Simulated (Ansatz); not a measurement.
# H2PSi (SMILES [SiH]#[PH+]) (charge +1): what the fields show

Input file:

```
crystal:
  periodic: [false, false, false]
  atoms:
    - {symbol: P, position_ang: [1.536834, -0.897133, -0.287424]}
    - {symbol: Si, position_ang: [-0.048883, 0.321755, -0.406870]}
    - {symbol: H, position_ang: [0.539741, -0.938844, 0.840237]}
    - {symbol: H, position_ang: [-1.294032, 1.105882, -0.243224]}
basis:
  gaussian:
    orbitals: def2-TZVPD
total_charge: 1
magnetization:
  spin_polarized: false
hamiltonian:
  xc: {name: PBE0}
output:
  forces: true
  orbitals: {seedname: orbitals}
```

Launched as:

```sh
ansatz run input.yaml --threads 1 --pin off --max-ram 2610MiB --events-out events.jsonl --progress --plain --runs-dir runs
```

Geometry: B3LYP-D4/def2-TZVP.

Level of theory: isolated molecule in a Gaussian basis; Kohn-Sham density functional theory, functional PBE0 in Ansatz 0.2.0.

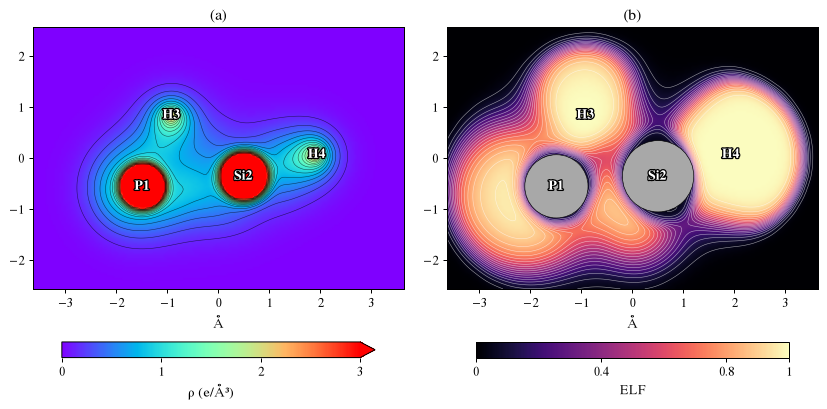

Figure 1. (a) total electron density; (b) electron localisation function on the molecular plane. Grey discs cover the atomic cores in the ELF map.

### What does the map show?

- The section cuts through P, Si and H sites.
- Si–P (2.00 Å): ρ is about 0.84 e/Å³ halfway; the ELF peaks at about 0.75 between the atoms.
- Si–H (1.48 Å): ρ is about 0.87 e/Å³ halfway; the ELF climbs to about 1 towards the hydrogen, as it does in any bond to H.
- P–H (1.51 Å): ρ is about 0.89 e/Å³ halfway; the ELF climbs to about 1 towards the hydrogen.
- The ELF also peaks beside P1, away from the bonds: lone-pair regions.

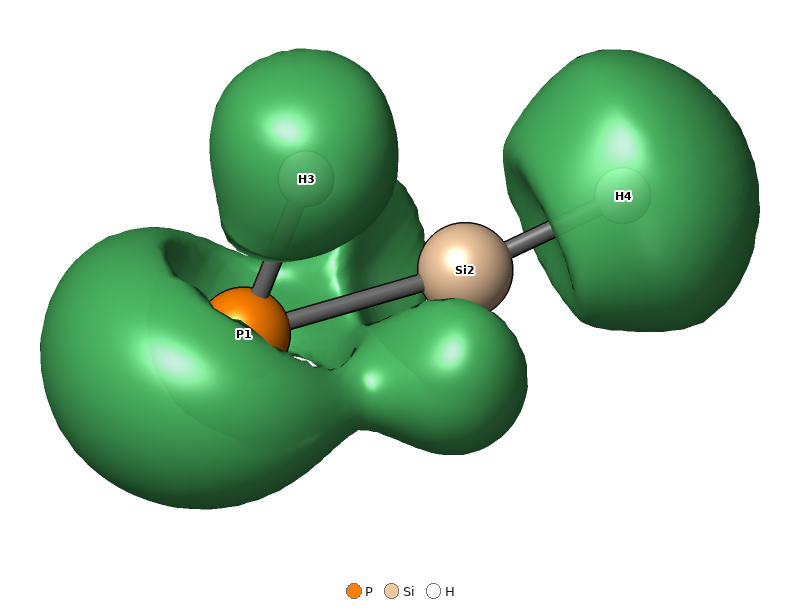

Figure 2. Isosurface of the ELF at 0.8 (green), seen at a tilt. Core shells and regions of very low density are left out.

### Describe the localisation domains.

At this value the surface marks out two regions around hydrogen nuclei and one joined region spread over several atoms (P, Si), in which their bonds and any lone pairs are merged.

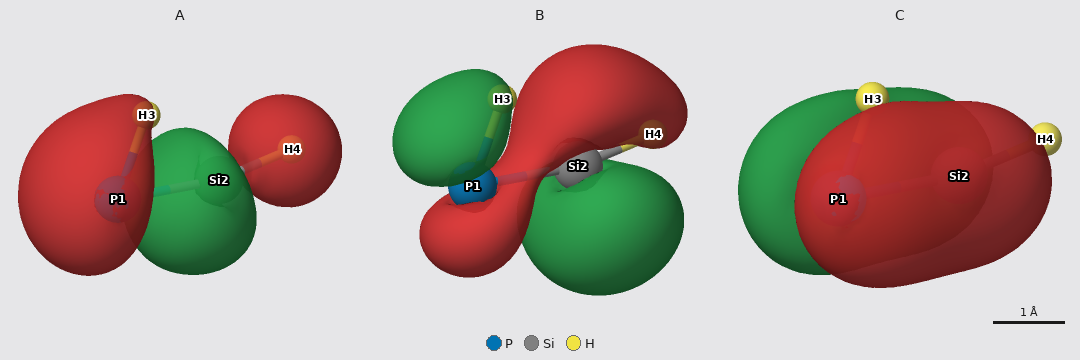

Figure 3. Three frontier orbitals at ±0.1 Å⁻³ᐟ² (green and red are the two phases), in no order.

### Which picture is the HOMO−1, the HOMO and the LUMO?

A is the HOMO−1 (−15.61 eV). By Hirshfeld shares it lies mainly on P1 (about 55 %), Si2 (about 30 %) and H4 (about 10 %); it is symmetric in the molecular plane (an in-plane orbital: σ, lone-pair or in-plane π type). C is the HOMO (−13.53 eV). It lies mainly on P1 (about 55 %) and Si2 (about 40 %); it changes sign across the molecular plane (π type); π-bonding across P1–Si2. B is the LUMO (−8.83 eV). It lies mainly on Si2 (about 65 %), P1 (about 25 %) and H4 (about 5 %); it is symmetric in the molecular plane (an in-plane orbital: σ, lone-pair or in-plane π type).

### What is the HOMO–LUMO gap?

4.70 eV between the orbital energies.
